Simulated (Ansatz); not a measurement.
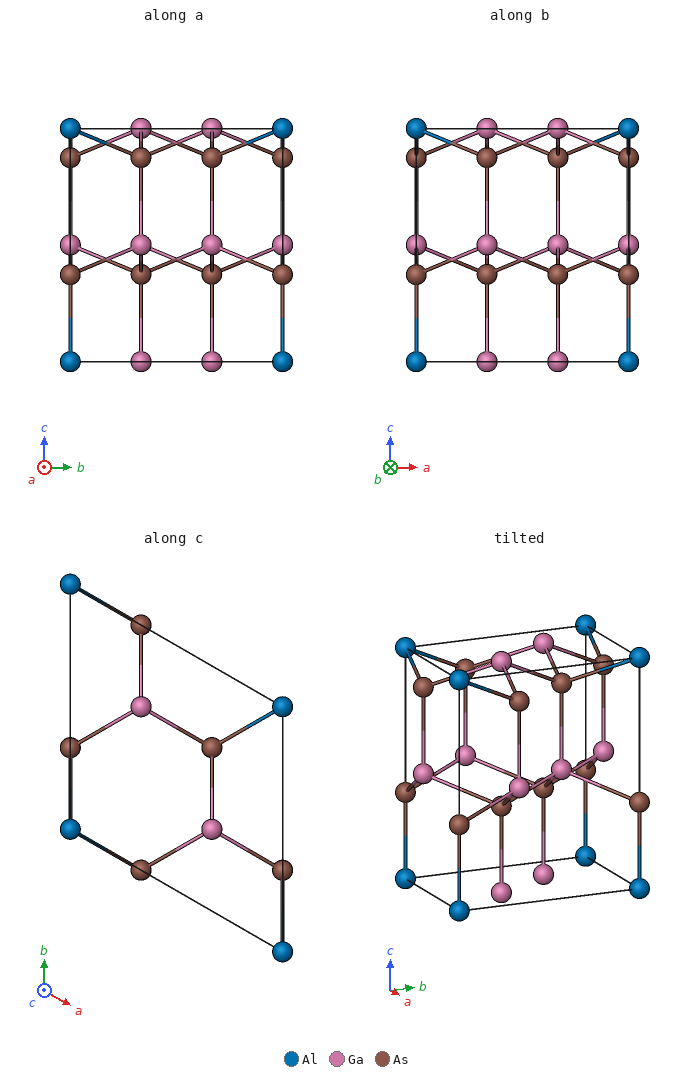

Structure drawing (ball-and-stick), viewed along the a axis, along the b axis, along the c axis and slightly off an axis. The conventional unit cell is drawn as a box.

Lattice parameters: a = 7.0108 Å, b = 7.0108 Å, c = 6.6713 Å, α = 90.000°, β = 90.000°, γ = 120.000°.

Q: Record the structure as a CIF with its space group and independent sites, with free fractional coordinates to two decimals.

A:
```cif
data_structure
_symmetry_space_group_name_H-M 'P 3 1 m'
_symmetry_Int_Tables_number 157
_cell_length_a 7.0108
_cell_length_b 7.0108
_cell_length_c 6.6713
_cell_angle_alpha 90.000
_cell_angle_beta 90.000
_cell_angle_gamma 120.000
_cell_volume 283.97
loop_
_atom_site_label
_atom_site_type_symbol
_atom_site_symmetry_multiplicity
_atom_site_Wyckoff_symbol
_atom_site_fract_x
_atom_site_fract_y
_atom_site_fract_z
_atom_site_occupancy
Al1 Al 1 a 0.00 0.00 0.00 1
Ga1 Ga 2 b 0.6667 0.3333 0.00 1
Ga2 Ga 3 c 0.33 0.00 0.50 1
As1 As 1 a 0.00 0.00 0.37 1
As2 As 2 b 0.6667 0.3333 0.38 1
As3 As 3 c 0.33 0.00 0.88 1
```

Its origin is a structure type filled with these elements by a generator (whether the compound takes this form wasn't checked). Earlier steps of the study, as a rule a relaxation of our own, may have changed the cell and positions, so they can lie some per cent off the listed ones. An electronic-structure calculation with Ansatz was run on it.
